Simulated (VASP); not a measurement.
Band structure of Li₂O (antifluorite). Level of theory: PBE GGA with D3 dispersion (Becke-Johnson damping), VASP's PBE PAW potentials (set 64) (plane waves; VASP).

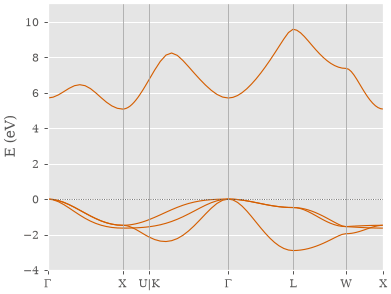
Figure. Bands along high-symmetry lines, zero at the valence-band maximum or, without a gap, the Fermi level

Q: Read the plot: is there a gap, and where are the band edges?

A: The gap is indirect, 5.08 eV, from the valence maximum at Γ to the conduction minimum at X. (Edges off the drawn lines would not show.)

Measured: gap 8.00 eV (computed value off by -2.92 eV), as given by Das et al., (2018), arXiv:1807.05623.

The compound is Li2O in the antifluorite structure. It was relaxed first, which changed the volume by -6 %.
